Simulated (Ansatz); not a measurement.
# CH₆BNO: a ladder of functionals and wavefunction methods

Aim: compute CH₆BNO with functionals from several rungs and with coupled cluster. The yardstick is the atomisation energy at the CCSD(T) limit.

Program: Ansatz 0.2.0, Gaussian basis. Level of theory: functionals in def2-TZVPP, the program's frozen cores in correlated methods. These are calculated values, not measurements.

The runs, in order: LDA (SPW92), PBE-D4, revPBE-D4, BLYP-D4, r2SCAN-D4, B97M-V, PBE0-D4, B3LYP-D4, r2SCANh-D4, r2SCAN0-D4, HSE06-D4, BHLYP-D4, CAM-B3LYP-D4, LC-ωPBE, ωB97X-V, ωB97M-V, B2PLYP, PBE-QIDH; CCSD(T)/def2-SVP; CCSD(T)/def2-TZVPP; CCSD(T)/def2-QZVPP; extrapolation to the limit; RPA on PBE.

**1. The geometry**

All runs share one geometry, relaxed beforehand with PBE0-D4 in a triple-zeta def2 set.

SMILES `CB(N)O`, 10 atoms, charge 0, spin multiplicity 1.

Atoms are counted from 1 here; the program's logs count them from 0.

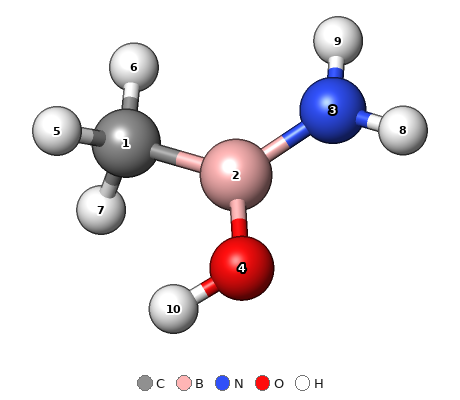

The structure; carbon grey, boron pink, nitrogen blue, oxygen red, hydrogen white; atoms are numbered from 1 in the order of the file.

**2. LDA**

This LDA is Slater exchange with PW92 correlation.

in.yaml reads:

```yaml
crystal:
  periodic: [false, false, false]
  atoms:
    - {symbol: C, position_ang: [-0.968838, 0.700537, -0.137491]}
    - {symbol: B, position_ang: [0.364890, -0.143030, -0.097626]}
    - {symbol: N, position_ang: [0.612711, -1.099060, 0.899574]}
    - {symbol: O, position_ang: [1.352589, 0.021524, -1.045865]}
    - {symbol: H, position_ang: [-1.506469, 0.537347, -1.077628]}
    - {symbol: H, position_ang: [-1.656673, 0.463691, 0.676899]}
    - {symbol: H, position_ang: [-0.754654, 1.773244, -0.083261]}
    - {symbol: H, position_ang: [1.460989, -1.637725, 0.926803]}
    - {symbol: H, position_ang: [-0.034352, -1.301332, 1.637871]}
    - {symbol: H, position_ang: [1.129807, 0.684815, -1.699296]}
basis:
  gaussian: {orbitals: def2-TZVPP}
hamiltonian: {xc: lda}
output: {orbitals: {seedname: orbitals}}
```

Command:

```sh
$ ansatz run in.yaml --threads 2 --pin off --events-out ev --progress --plain --max-ram 32768MiB --backend cpu
```

The runs that follow: PBE-D4 (GGA); revPBE-D4 (GGA); BLYP-D4 (GGA); r2SCAN-D4 (meta-GGA); B97M-V (meta-GGA); B3LYP-D4 (hybrid); r2SCANh-D4 (hybrid); r2SCAN0-D4 (hybrid); HSE06-D4 (hybrid); BHLYP-D4 (hybrid); CAM-B3LYP-D4 (range-separated); LC-ωPBE (range-separated); ωB97X-V (range-separated); ωB97M-V (range-separated); B2PLYP (double hybrid); PBE-QIDH (double hybrid); CCSD(T) in def2-SVP; CCSD(T) in def2-TZVPP; CCSD(T) in def2-QZVPP; RPA on PBE orbitals.

Before running them: what should the planned runs give, taken together? Wanted: atomisation energy, CCSD(T)/CBS; farthest beyond LDA; mean size of error, GGA; mean size of error, meta-GGA; mean size of error, hybrid; mean size of error, range-separated; mean size of error, double hybrid; gap, smallest and largest; T1 diagnostic.

**Answer**, as computed:

| quantity | value |
| --- | --- |
| atomisation energy, CCSD(T)/CBS | 950.4 kcal/mol |
| functionals within 4.8 kcal/mol (0.5 %) | revPBE-D4, r2SCAN-D4, B97M-V, PBE0-D4, r2SCANh-D4, HSE06-D4, LC-ωPBE, ωB97X-V, B2PLYP, PBE-QIDH |
| farthest beyond LDA | BHLYP-D4 (-22.4 kcal/mol) |
| mean size of error, GGA | 9.8 kcal/mol |
| mean size of error, meta-GGA | 3.8 kcal/mol |
| mean size of error, hybrid | 8.0 kcal/mol |
| mean size of error, range-separated | 5.6 kcal/mol |
| mean size of error, double hybrid | 4.5 kcal/mol |
| gap, smallest and largest | 5.94 eV (BLYP-D4), 13.19 eV (LC-ωPBE) |
| T1 diagnostic | 0.0109 |
| triples share of the correlation energy | 3.5 % |

What this shows: LDA overbinds by 136.5 kcal/mol (14 %). PBE-D4 is off by +21.2 kcal/mol. Double hybrids carry the basis error of their MP2 part in triple zeta, and no dispersion term here, so their miss is partly the set-up's. The rungs meta-GGA, double hybrid miss on average by less than the doubt on the reference (4.8 kcal/mol), so they tie. The reference freezes the cores and leaves out relativity and excitations past (T), so misses under about 4.8 kcal/mol can't be ranked. Hartree-Fock recovers 74 % of the binding; the rest is correlation. CCSD(T) in def2-SVP is off by -47.4 kcal/mol, more than most functionals: a good method in a small basis is no reference. Orbital gaps span 5.9 to 13.2 eV; exact exchange widens them.
